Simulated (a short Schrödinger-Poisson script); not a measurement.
Stack: symmetric double-gate stack, SiO2 on p-type Si(100), at 300 K.

```csv
layer,material,thickness (nm),Na (cm⁻³)
1,SiO2,2.2,-
2,Si,3,1e18
3,SiO2,2.2,-
```

The device is made up for the run: typed textbook-type constants, with dimensions and the other settings drawn at random. SiO2: permittivity 3.9, conduction-band edge (eV) 3.15, gap (eV) 9, electron mass (mₑ) 0.5. Si: permittivity 11.7, conduction-band edge (eV) 0, gap (eV) 1.124, Nv at 300 K (cm⁻³) 3.1e19.

Channel valleys (confinement mass, in-plane density-of-states mass, number): Δ2 0.916, 0.19, 2; Δ4 0.19, 0.417, 4. At the gates, both at one voltage, the conduction-band edge of layer 1 lies 3.69 eV − eVg above the Fermi level of the channel. Gaps are held at their typed values at every temperature. Mesh 0.03 nm at interfaces.

From a short Schrödinger-Poisson script (our own, NumPy): 1D Poisson equation in equilibrium, electrons quantum, Hartree (BenDaniel-Duke, 12 states a valley, the channel's in-plane mass for all, wave functions ending at the dielectric), parabolic valleys, classical holes, full ionisation, no traps, pinning or gate leakage.

Only gate voltages with over 1e8 electrons/cm² are shown.

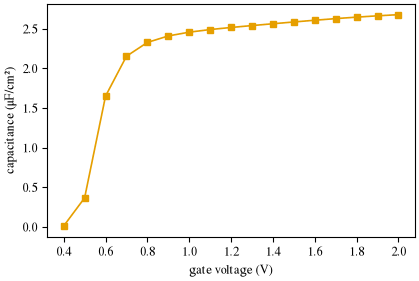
Figure: Quasi-static capacitance against gate voltage

| Vg (V) | electrons (cm⁻²) | C (μF/cm²) | Δ2 E0 (meV) | Δ2 E1 (meV) | Δ4 E0 (meV) | Δ4 E1 (meV) |
|---|---|---|---|---|---|---|
| 0.4 | 1.64e9 | 0.0103 | 202.5 | 339.0 | 376.8 | 1035.9 |
| 0.5 | 6.73e10 | 0.365 | 106.3 | 242.7 | 280.6 | 939.6 |
| 0.6 | 7.09e11 | 1.65 | 43.4 | 178.9 | 217.7 | 875.8 |
| 0.7 | 1.93e12 | 2.15 | 13.7 | 147.4 | 188.0 | 844.3 |
| 0.8 | 3.33e12 | 2.33 | -5.2 | 126.6 | 169.2 | 823.5 |
| 0.9 | 4.81e12 | 2.41 | -19.8 | 109.9 | 154.6 | 806.8 |
| 1 | 6.33e12 | 2.46 | -32.3 | 95.3 | 142.2 | 792.3 |
| 1.1 | 7.88e12 | 2.49 | -43.4 | 82.1 | 131.1 | 779.2 |
| 1.2 | 9.44e12 | 2.52 | -53.7 | 69.8 | 121.0 | 767.0 |
| 1.3 | 1.10e13 | 2.54 | -63.2 | 58.3 | 111.7 | 755.6 |
| 1.4 | 1.26e13 | 2.56 | -72.0 | 47.5 | 103.0 | 745.0 |
| 1.5 | 1.42e13 | 2.59 | -80.1 | 37.5 | 95.0 | 735.1 |
| 1.6 | 1.58e13 | 2.61 | -87.6 | 28.1 | 87.7 | 725.8 |
| 1.7 | 1.75e13 | 2.63 | -94.5 | 19.4 | 81.0 | 717.3 |
| 1.8 | 1.91e13 | 2.65 | -100.9 | 11.3 | 74.9 | 709.4 |
| 1.9 | 2.08e13 | 2.66 | -106.8 | 3.7 | 69.3 | 702.0 |
| 2 | 2.24e13 | 2.68 | -112.2 | -3.4 | 64.1 | 695.1 |

Subbands count from the Fermi level. The capacitance is that of both gates.
